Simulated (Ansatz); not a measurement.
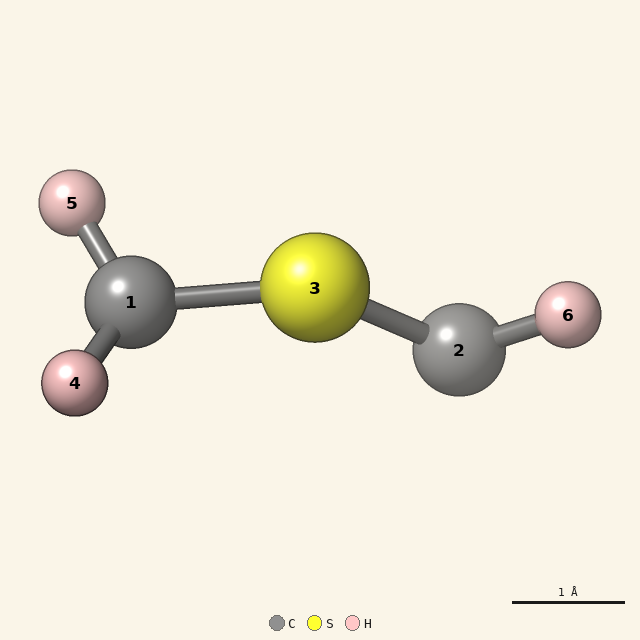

Orthographic view. Depth is shown by fading: the farther an atom, the more it takes the colour of the background. Charge +1, singlet. The geometry was computed by an optimisation with PBE-D4/def2-SVP. No frequency run is at hand to confirm it as a minimum.

Give the geometry as a Z-matrix, atoms in numerical order, with these reference atoms: 2 to 1; 3 to 2, 1; 4 to 1, 3, 2; 5 to 1, 4, 3; 6 to 2, 3, 1.

```
C  
C    1   3.028
S    2   1.609   1    22.3
H    1   1.107   3   116.4   2   100.7
H    1   1.107   4   121.8   3  -152.9
H    2   1.119   3   113.4   1  -178.6
```
